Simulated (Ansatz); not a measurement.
Band structure of Co3Sn2S2 (R-3m, 7 atoms in the cell).

```xyz
7
Lattice="2.6812 1.5480 4.3392 -2.6812 1.5480 4.3392 0.0000 -3.0960 4.3392" Properties=species:S:1:pos:R:3 pbc="T T T"
Co     1.3406     0.7740     2.1696
Co    -1.3406     0.7740     2.1696
Co     0.0000    -1.5480     2.1696
Sn     0.0000     0.0000     6.5087
Sn     0.0000     0.0000     0.0000
S      0.0000     0.0000     9.3665
S      0.0000     0.0000     3.6509
```
Moments meant for the start (each program seeds them in its own way; μB, in the order of the atoms Co Co Co Sn Sn S S): 3.0 3.0 3.0 0.0 0.0 0.0 0.0.

Level of theory: LDA (PW92), PAW files made with PBE (plane waves; Ansatz, a first-principles code).

Settings: kpoints.mp_grid.grid = 4 4 4; hamiltonian.xc = lda; hamiltonian.pseudopotentials = {kind: paw} (the program's default PAW files); magnetization.spin_polarized = true; scf.occupations.method = fermi_dirac; scf.occupations.width = 0.136 eV; kpoints.band_path.path = [[0.0, 0.0, 0.0], [0.5, 0.0, 0.0], [0.5, 0.25151215, -0.25151215]]; kpoints.band_path.npoints = 8.

The starting cell comes from a database of computed structures (which also holds hypothetical and non-ambient phases and stackings), without a prior relaxation at this level. The starting moments vanished: the run ended non-magnetic, which need not be the lowest state. The program warned that a starting moment was not kept.

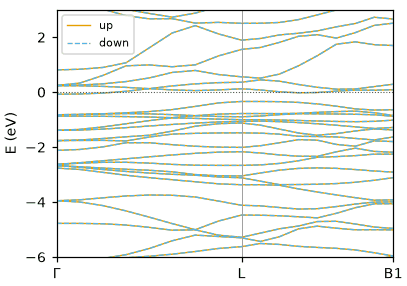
Figure. Bands along the path, energies from the Fermi level.

Levels in eV from the Fermi level, bands 42 to 49 of the first spin channel:
| point | 42 | 43 | 44 | 45 | 46 | 47 | 48 | 49 |
|---|---|---|---|---|---|---|---|---|
| Γ | -1.39 | -0.87 | -0.82 | -0.82 | -0.08 | 0.23 | 0.24 | 0.24 |
| L | -1.00 | -0.90 | -0.78 | -0.34 | 0.12 | 0.36 | 0.56 | 1.56 |
| B1 | -1.02 | -0.88 | -0.85 | -0.64 | 0.09 | 0.29 | 1.70 | 2.51 |

Bands cross the Fermi level along this path, so the cell is metallic at this level.

The net moment of the cell came out as 0.00 μB.

Keys are those of Ansatz 0.2.
